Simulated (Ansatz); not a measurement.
# Changed inputs in constrained RPA: NiF3 (honeycomb trihalide sheet)

Wanted: the sensitivity and cost of U and J for NiF3 (honeycomb trihalide sheet).

Main program and level: Ansatz 0.2.0; constrained RPA on PBEsol, plane waves, PAW.

## (1) Starting point

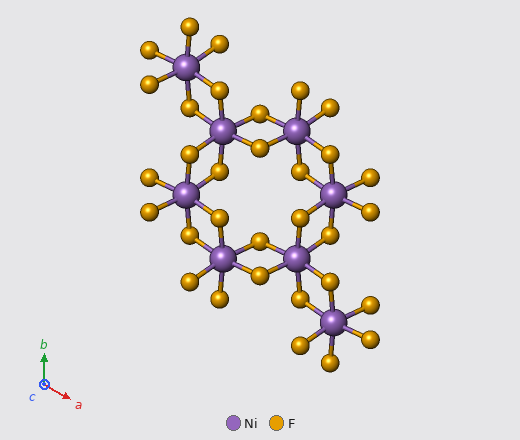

Start, viewed from above; nickel purple, fluorine orange. 2×2×1 cells are drawn. Some periodic images of atoms are drawn too.

The cell holds 8 atoms: 2 Ni and 6 F. Its edges and angles: a = 5.015 Å, b = 5.015 Å, c = 28.291 Å, α = 90.0°, β = 90.0°, γ = 120.0°. Vacuum lies along c.

The structure was relaxed with PBEsol. The structure was generated from a model, not taken from a measurement. The runs that relaxed it are not among those shown. The program's search for lower electronic states was switched off, so nothing shows that the state found is the lowest. The default PAW set here is soft_2. Its files were made with PBE. The Coulomb interaction is cut off across the vacuum.

## (2) Base: Ni eg, bands v1 to c3, 6×6×1 mesh, medium accuracy

Constrained RPA screens the interaction with every transition except those inside the target bands, which a later many-body model would treat itself.

input.yaml

```yaml
crystal:
  lattice:
    - [4.09505735, -2.04752868, 2.04752868]
    - [-2.04752868, -2.04752868, -4.09505735]
    - [16.33393194, 16.33393194, -16.33393194]
  atoms:
    - { symbol: Ni, position: [0.3333333333, 0.6666666667, 0.3224606945] }
    - { symbol: Ni, position: [0.6666666667, 0.3333333333, 0.3224606945] }
    - { symbol: F, position: [0.3652212113, 0.0, 0.3568760208] }
    - { symbol: F, position: [0.0, 0.3652212113, 0.3568760208] }
    - { symbol: F, position: [0.6347787887, 0.6347787887, 0.3568760208] }
    - { symbol: F, position: [0.6347787887, 0.0, 0.2880453682] }
    - { symbol: F, position: [0.0, 0.6347787887, 0.2880453682] }
    - { symbol: F, position: [0.3652212113, 0.3652212113, 0.2880453682] }
  periodic: [true, true, false]
kpoints:
  mp_grid: { grid: [6, 6, 1] }
hamiltonian:
  xc: pbesol
scf:
  occupations: { method: gaussian, width: 0.08 }
  n_extra_bands: 24
  max_iter: 150
  lower_state_search: "off"
output:
  crpa:
    kmesh: [6, 6, 1]
    target_bands: [v1, c3]
    projections: [{ species: Ni, l: d, shell: 3, orbitals: [dz2, dx2-y2] }]
  local_orbitals:
    kmesh: [12, 12, 1]
    orbitals: [{ species: Ni, l: d, shell: 3, orbitals: [dz2, dx2-y2] }]
    window: { bands: [v1, c3] }
    seedname: lo
```

Started as:

```sh
> ansatz run input.yaml --threads 4 --pin off --max-ram 14745MiB --backend cpu --events-out ev --progress --plain --runs-dir out
```

Numbers of over 12 decimals in the logs are rounded to 6 here.

Log:

```text
Warning: crystal.periodic: the lattice vector that does not repeat stood 1e-7° off the slab's normal, 28.291 Å along it as the deck builds it. The run solves the slab on a vector along the normal, 28.291 Å long, with every atom where it was (on the deck's vector they left 26.34 Å outside them, and the widest stretch free of ions among them is 0.97 Å). A fractional position that the run reports is one of the run's cel [...]
crystal.periodic: the lattice vector that does not repeat stood 1e-7° off the slab's normal, 28.291 Å along it as the deck builds it. The run solves the slab on a vector along the normal, 28.291 Å long, with every atom where it was (on the deck's vector they left 26.34 Å outside them, and the widest stretch free of ions among them is 0.97 Å). A fractional position that the run reports is one of the run's cell, which  [...]
scf.n_extra_bands = 24 over 39 filled bands (N_el = 78.0): the run solves 63 bands
Engine: ansatz 0.2.0, aarch64-unknown-linux-gnu
Pseudopotentials: kind: paw
Pseudopotential: Ni, paw, valence charge 18, recommended cutoff 420 eV (normal), Ni.paw.azcp
Pseudopotential: F, paw, valence charge 7, recommended cutoff 420 eV (normal), F.paw.azcp
Functional definition: PBEsol
  exchange = pbesol_x
  correlation = pbesol_c
Crystal: 8 atoms, lattice volume = 616.302 Å³
Basis set: ecut = 420 eV, 12173 PW (Γ)
Bands: 63, of which v1, the nominal top of the filled ones, is band 39 counted from 1 (38 counted from 0)
Symmetry: 12 space group operations
Space group: P-31m (ITA 162), of the structure as read, at distance tolerance 8.5e-5 Å
k-points: 7 of 36
Non-local potential: Ni, projectors of the file, l = 0: 3, l = 1: 2, l = 2: 3, l = 3: 1
Non-local potential: F, projectors of the file, l = 0: 2, l = 1: 2, l = 2: 1
PAW form: soft (Blöchl's): semilocal exchange-correlation on the pseudo side does not see the compensation charge
PAW frozen core: Ni, regenerated for the run's functional, and the local potential with it (the file was generated under x = pbe(κ = 0.804, μ = 0.219515), c = pbe(β = 0.066725))
PAW frozen core: F, regenerated for the run's functional, and the local potential with it (the file was generated under x = pbe(κ = 0.804, μ = 0.219515), c = pbe(β = 0.066725))
PAW one-centre angular grid: Ni, 590 points (default); XC on 64 Gauss nodes
PAW one-centre angular grid: F, 110 points (default); XC on 64 Gauss nodes
Initial density: superposition of atomic densities (neutral atoms: chi_scale 0, normalization atom), corrected by the library's trained network
Initial wavefunctions: pseudopotential atomic-orbital guess
Functional: x = pbesol(κ = 0.804, μ = 0.123457), c = pbesol(β = 0.046)
[...]
cRPA screening: q 22/36 (q-point 11)
cRPA screening: q 26/36 (q-point 12)
cRPA screening: q 28/36 (q-point 15)
cRPA screening: q 30/36 (q-point 16)
cRPA screening: q 34/36 (q-point 17)
cRPA screening: q 36/36 (q-point 22)
SCF converged after 10 iterations
Free energy (F): -16407.528676 eV
Harris-Foulkes:  -16407.528675 eV  (|F-HF|=2.30e-7)
Internal energy: -16407.470183 eV  (E = F + TS)
E sigma→0 (E₀):  -16407.499429 eV
Entropy (-TS):   -0.058493 eV (-7.312 meV/atom)
Fermi energy:    -7.637007 eV
--- Per-component energies (eV) ---
  E_band       = -2250.800506
  E_kinetic    = 1777.912687
  E_local      = -168252.637694  (includes V_loc(G=0)·N_el)
  E_nonlocal   = 1710.629118
  E_hartree    = 82372.034795
  E_xc         = -632.635571
  E_vxc        = -816.345529  (∫ρ·V_xc dr)
  E_paw        = -4337.054370  (= ΣΔE_a)
  E_vpaw       = -1414.370060  (= ΣTr[D̂ρ^β])
  E_aug_tail   = 0.011950  (compensation charges beyond the density's cutoff)
  E_ewald      = 70953.619668
  E_core_change = 0.649234  (= ΣΔE_core)
  E_smearing   = -0.058493  (= −TS)
  E_closure    = -0.000000  (closes the sum)
  Σ components = -16407.528676   (vs F -16407.528676, Δ=0.00e0)
--- Band table (eV; the first three rows and the last of 7) ---
  k-point 0: bands = [... 35 lower, -8.9107, -8.9107, -8.8077, -7.6096, -7.6096, -7.1311, -7.1311, -1.5741, ... 20 higher]
  k-point 1: bands = [... 35 lower, -8.8608, -8.8320, -8.8062, -7.6260, -7.6026, -7.2032, -7.1270, -1.2511, ... 20 higher]
  k-point 2: bands = [... 35 lower, -8.8669, -8.8004, -8.7133, -7.6555, -7.6318, -7.2838, -7.1242, -0.3791, ... 20 higher]
  k-point 6: bands = [... 35 lower, -8.9264, -8.9264, -8.7371, -7.7699, -7.4741, -7.4741, -7.0221, 1.3929, ... 20 higher]
  the weakly bound empty levels are not read free of the cell's end (no_gap_told)
--- cRPA (band scheme, projected local orbitals): target bands 39..42 (1-based), 4 Wannier function(s), 6×6×1 mesh, 84 bands' worth read of 89 solved, ecut_chi 136.0 eV, v(q+G=0) probe_charge, pair densities all_electron ---
  bands read: the sum over 84 bands ends inside a degenerate multiplet in 1 slot, whose members it reads at an even weight; the widest, k=0: bands 84 to 85 (counted from 1) at 1/2 each
  χ-basis size per q: N_G = 2206..2237
  window electrons = 2.0000, filled by tetrahedron_uncorrected; constrained ε̄⁻¹(q = 0, 0) head = 0.772717; min gauge Gram eig = 0.5531
  Kanamori averages over each shell's own Wannier functions (sites counted from 0, functions from 1):
  Each shell's averages of U are screened by what lies outside the whole window alone: parameters of one model of all the shells.
    Site 0, 3D, 2 of 5 d orbitals (Wannier functions 1, 2; wannier90's mr 1, 4):
      screened: U = 4.6553 eV, U' = 3.6827 eV, J = 0.4863 eV
      screened, to within: U = 9.0e-3 eV, U' = 9.0e-3 eV, J = 8.2e-4 eV
      bare: V = 17.3331 eV, V' = 15.7147 eV, J = 0.8092 eV
    Site 1, 3D, 2 of 5 d orbitals (Wannier functions 3, 4; wannier90's mr 1, 4):
      screened: U = 4.6553 eV, U' = 3.6827 eV, J = 0.4863 eV
      screened, to within: U = 9.0e-3 eV, U' = 9.0e-3 eV, J = 8.2e-4 eV
      bare: V = 17.3331 eV, V' = 15.7147 eV, J = 0.8092 eV
  Hermiticity witness max|P − P†| over intra, direct and exchange elements: 5.33e-15 eV (screened), 1.70e-17 eV (bare)
  Reality witness max|Im| over intra, direct and exchange elements: 5.94e-12 eV (screened), 1.18e-11 eV (bare)
```

It took 19 min on 4 threads of Arm Neoverse V2, shared host; peak memory 3.5 GiB.

Numbers from this step:

| Item | Value |
| --- | --- |
| U | 4.655 eV |
| U prime (inter-orbital) | 3.683 eV |
| J | 0.4863 eV |
| bare V | 17.33 eV |
| bare J | 0.8092 eV |
| stated bound on U | 0.008995 eV |
| U over bare V | 0.2686 |
| electrons in the window | 2.000 |
| head of the constrained inverse dielectric matrix | 0.7727 |
| least eigenvalue of the projection's overlap | 0.5531 |
| target functions | 4 |
| bands in the sums | 84 |
| r.m.s. miss of the model bands | 1.00e-5 eV |
| width of the target bands | 0.7478 eV |
| weight of the projected orbitals in the window | 0.5979 |

On the Ni eg shell, screening brings the on-site interaction from 17.3 eV down to U = 4.66 eV.

## (3) Changed: 3×3×1 mesh

Changes to input.yaml since step 2:

```diff
@@ -26,9 +26,4 @@
   crpa:
-    kmesh: [6, 6, 1]
+    kmesh: [3, 3, 1]
     target_bands: [v1, c3]
     projections: [{ species: Ni, l: d, shell: 3, orbitals: [dz2, dx2-y2] }]
-  local_orbitals:
-    kmesh: [12, 12, 1]
-    orbitals: [{ species: Ni, l: d, shell: 3, orbitals: [dz2, dx2-y2] }]
-    window: { bands: [v1, c3] }
-    seedname: lo
```

Log:

```text
[...]
Crystal: 8 atoms, lattice volume = 616.302 Å³
Basis set: ecut = 420 eV, 12173 PW (Γ)
Bands: 63, of which v1, the nominal top of the filled ones, is band 39 counted from 1 (38 counted from 0)
[... 1 set-up line as in the run before ...]
[...]
k-points: 7 of 36
[...]
SCF iter   1: F=—  HF=-16407.577359 eV  |F-HF|=—  |Δ(HF+E_count)|=         —  Δρ=7.48e-3  dr2=2.15e-1  ethr=1.77e-3  ⟨swp⟩=7.7  Hψ=2227  notcnv=0  defer=87
[...]
SCF iter  10: F=-16407.528676 eV  HF=-16407.528675 eV  |F-HF|=2.30e-7  |Δ(HF+E_count)|=   6.44e-6  Δρ=4.49e-6  dr2=8.23e-8  ethr=1.28e-10  ⟨swp⟩=27.4  Hψ=4447  notcnv=0
SCF 1 converged in 10 iterations: F = -16407.528676 eV  dr2 = 8.23e-8
[...]
NSCF: frozen V_eff on 3 k-points
[...]
cRPA screening: q 1/9
cRPA screening: q 2/9
cRPA screening: q 6/9 (q-point 5)
cRPA screening: q 8/9 (q-point 6)
[...]
k-point 1: bands = [... 35 lower, -8.8608, -8.8320, -8.8062, -7.6260, -7.6026, -7.2032, -7.1270, -1.2511, ... 20 higher]
  k-point 2: bands = [... 35 lower, -8.8669, -8.8004, -8.7133, -7.6555, -7.6318, -7.2838, -7.1242, -0.3791, ... 20 higher]
  k-point 6: bands = [... 35 lower, -8.9264, -8.9264, -8.7371, -7.7699, -7.4741, -7.4741, -7.0221, 1.3929, ... 20 higher]
  the weakly bound empty levels are not read free of the cell's end (no_gap_told)
[...]
χ-basis size per q: N_G = 2217..2237
[...]
Site 0, 3D, 2 of 5 d orbitals (Wannier functions 1, 2; wannier90's mr 1, 4):
      screened: U = 4.6867 eV, U' = 3.7149 eV, J = 0.4859 eV
      screened, to within: U = 9.9e-3 eV, U' = 9.9e-3 eV, J = 9.3e-4 eV
      bare: V = 17.3620 eV, V' = 15.7438 eV, J = 0.8091 eV
    Site 1, 3D, 2 of 5 d orbitals (Wannier functions 3, 4; wannier90's mr 1, 4):
      screened: U = 4.6867 eV, U' = 3.7149 eV, J = 0.4859 eV
      screened, to within: U = 9.9e-3 eV, U' = 9.9e-3 eV, J = 9.3e-4 eV
      bare: V = 17.3620 eV, V' = 15.7438 eV, J = 0.8091 eV
[...]
[key lines of the parts left out:]
SCF converged after 10 iterations
Free energy (F): -16407.528676 eV
Fermi energy:    -7.637007 eV
```

Wall time 3.2 min (4 threads); peak memory 3.1 GiB.

Numbers from this step:

* U: 4.687 eV
* U prime (inter-orbital): 3.715 eV
* J: 0.4859 eV
* bare V: 17.36 eV
* bare J: 0.8091 eV
* stated bound on U: 0.009893 eV
* U over bare V: 0.2699
* electrons in the window: 2.000
* head of the constrained inverse dielectric matrix: 0.7424
* least eigenvalue of the projection's overlap: 0.5531
* target functions: 4
* bands in the sums: 84
* width of the target bands: 0.7478 eV
* weight of the projected orbitals in the window: 0.5979

On the Ni eg shell, screening brings the on-site interaction from 17.4 eV down to U = 4.69 eV.

## (4) Changed: spin-orbit coupling, which the program doesn't serve

This step: constrained RPA on PBEsol with spin-orbit coupling, plane waves, PAW.

Changes to input.yaml since step 3:

```diff
@@ -24,5 +24,8 @@
   lower_state_search: "off"
+magnetization:
+  noncollinear: true
+  spin_orbit: true
 output:
   crpa:
-    kmesh: [3, 3, 1]
+    kmesh: [6, 6, 1]
     target_bands: [v1, c3]
```

Log:

```text
Error: output.crpa with magnetization.noncollinear: true — the cRPA pipeline runs scalar-band solve channels only (unpolarised or collinear) — spinor oscillator elements are not implemented; use a collinear or unpolarised deck, or drop the output.crpa: request
crystal.periodic: the vector that does not repeat, 1e-7° off the slab's normal and 28.291 Å along it as the deck builds it, stands along the normal, 28.291 Å long
```

Run time: 0.02 s. Hardware: 4 threads; peak memory 0.034 GiB.

The input was rejected at the start.

The program's message: “Error: output.crpa with magnetization.noncollinear: true — the cRPA pipeline runs scalar-band solve channels only (unpolarised or collinear) — spinor oscillator elements are not implemented; use a col …”

The fault put into this input: spin-orbit coupling, which the program doesn't serve.

## (5) Changed: strain -1.5%

This step: constrained RPA on PBEsol, plane waves, PAW.

The cell differs from the one that the last finished run ended in (a 5.015 → 4.940 Å, b 5.015 → 4.940 Å).

Changes to input.yaml since step 4:

```diff
@@ -2,4 +2,4 @@
   lattice:
-    - [4.09505735, -2.04752868, 2.04752868]
-    - [-2.04752868, -2.04752868, -4.09505735]
+    - [4.0336314898, -2.0168157498, 2.0168157498]
+    - [-2.0168157498, -2.0168157498, -4.0336314898]
     - [16.33393194, 16.33393194, -16.33393194]
@@ -24,5 +24,2 @@
   lower_state_search: "off"
-magnetization:
-  noncollinear: true
-  spin_orbit: true
 output:
@@ -32 +29,6 @@
     projections: [{ species: Ni, l: d, shell: 3, orbitals: [dz2, dx2-y2] }]
+  local_orbitals:
+    kmesh: [12, 12, 1]
+    orbitals: [{ species: Ni, l: d, shell: 3, orbitals: [dz2, dx2-y2] }]
+    window: { bands: [v1, c3] }
+    seedname: lo
```

Log:

```text
[...]
Crystal: 8 atoms, lattice volume = 597.951 Å³
Basis set: ecut = 420 eV, 11657 PW (Γ)
Bands: 63, of which v1, the nominal top of the filled ones, is band 39 counted from 1 (38 counted from 0)
[... 1 set-up line as in the run before ...]
[...]
k-points: 7 of 36
[...]
screened: U = 4.8064 eV, U' = 3.8150 eV, J = 0.4957 eV
      screened, to within: U = 8.9e-3 eV, U' = 8.9e-3 eV, J = 8.0e-4 eV
      bare: V = 17.4966 eV, V' = 15.8650 eV, J = 0.8158 eV
    Site 1, 3D, 2 of 5 d orbitals (Wannier functions 3, 4; wannier90's mr 1, 4):
      screened: U = 4.8064 eV, U' = 3.8150 eV, J = 0.4957 eV
      screened, to within: U = 8.9e-3 eV, U' = 8.9e-3 eV, J = 8.0e-4 eV
      bare: V = 17.4966 eV, V' = 15.8650 eV, J = 0.8158 eV
[...]
[key lines of the parts left out:]
SCF converged after 11 iterations
Free energy (F): -16407.484558 eV
Fermi energy:    -7.469171 eV
```

It took 17 min on 4 threads; peak memory 3.5 GiB.

This step gave:

```
U                                                 : 4.806 eV
U prime (inter-orbital)                           : 3.815 eV
J                                                 : 0.4957 eV
bare V                                            : 17.50 eV
bare J                                            : 0.8158 eV
stated bound on U                                 : 0.008843 eV
U over bare V                                     : 0.2747
electrons in the window                           : 2.000
head of the constrained inverse dielectric matrix : 0.7784
least eigenvalue of the projection's overlap      : 0.5520
target functions                                  : 4
bands in the sums                                 : 84
r.m.s. miss of the model bands                    : 9.48e-6 eV
width of the target bands                         : 0.7477 eV
weight of the projected orbitals in the window    : 0.5973
```

On the Ni eg shell, screening brings the on-site interaction from 17.5 eV down to U = 4.81 eV.

## (6) Side by side

Times are wall times on 4 threads of Arm Neoverse V2, shared host, good to a factor of about two.

| run | bare V (eV) | U (eV) | J (eV) | bound on U (eV) | width (eV) | time |
| --- | --- | --- | --- | --- | --- | --- |
| target window | 17.33 | 4.655 | 0.486 | 0.0090 | 0.75 | 19 min |
| 3×3×1 mesh | 17.36 | 4.687 | 0.486 | 0.0099 | 0.75 | 3.2 min |
| strain -1.5% | 17.50 | 4.806 | 0.496 | 0.0088 | 0.75 | 17 min |

## (7) Summary of results

| Property | Result |
| --- | --- |
| target window | U 4.66 eV, J 0.49 eV |
| 3×3×1 mesh | U 4.69 eV, J 0.49 eV |
| strain -1.5% | U 4.81 eV, J 0.50 eV |

3×3×1 mesh moves U by +0.03 eV at 0.17 times the time. Strain -1.5% moves U by +0.15 eV. The printed bound covers the solver alone, not the mesh, and no denser mesh than the base was run. The parent state is non-magnetic and the interaction static (zero frequency); U depends on the window and the orbitals, so it belongs to this model alone.

[Paths, hosts, dates, memory and timing lines, banners, echoed tables and standing remarks are left out of the program output.]

[Logs are printed without paths, hosts, clocks, repeated set-up lines and the standing remarks that a program may print on its own settings, such as how far it seeks lower states.]

[Runs of the session that timed out or met a known fault of the program may be left out.]

[Hosts, paths, dates, database ids (printed as entryN), source tags and the programs' standing remarks are cut or masked in the printed files.]
